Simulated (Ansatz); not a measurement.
Cost and result by functional for the surface energy of the (20-21) surface of hcp Y in its 1x1 cell, outermost plane spacing 0.25 Å in the ideal cut, in Ansatz (plane waves, PAW). Single points on the PBE structure, on one kind of machine; costs are rough ratios of the slab run's core time (references not counted) to the cheapest single point. r2SCAN's cost holds its higher cutoff (500 against 420 eV). Differences are taken against r2SCAN for comparison alone: no measured value is at hand, so the table doesn't rank accuracy.

Slab: 16 atoms, 10.9 Å thick at the start; k 10x4x1, smearing 0.1 eV, dipole-corrected; all atoms relaxed; held to the part of the start's symmetry that mesh and held atoms allow; no spin, no spin-orbit, no U. These notes are the PBE run's.

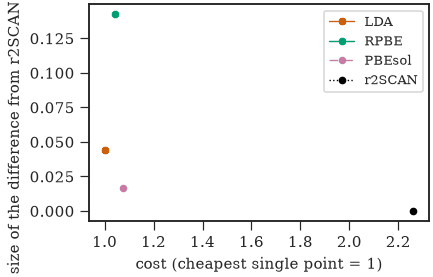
Figure: Difference from r2SCAN against cost

```json
[
 {"functional": "LDA", "relative cost": "1", "surface energy (J/m²)": "1.10", "less r2SCAN (J/m²)": "0.04"},
 {"functional": "RPBE", "relative cost": "1", "surface energy (J/m²)": "0.92", "less r2SCAN (J/m²)": "-0.14"},
 {"functional": "PBEsol", "relative cost": "1", "surface energy (J/m²)": "1.08", "less r2SCAN (J/m²)": "0.02"},
 {"functional": "r2SCAN", "relative cost": "2", "surface energy (J/m²)": "1.06", "less r2SCAN (J/m²)": "0.00"},
 {"functional": "PBE (the relaxed run's value)", "relative cost": "–", "surface energy (J/m²)": "0.99", "less r2SCAN (J/m²)": "-0.07"}
]
```

The values span 0.19 J/m², while the single points' costs differ by a factor of roughly 2. Differences are of unrounded values.

Ansatz is a quantum-chemistry and plane-wave program.
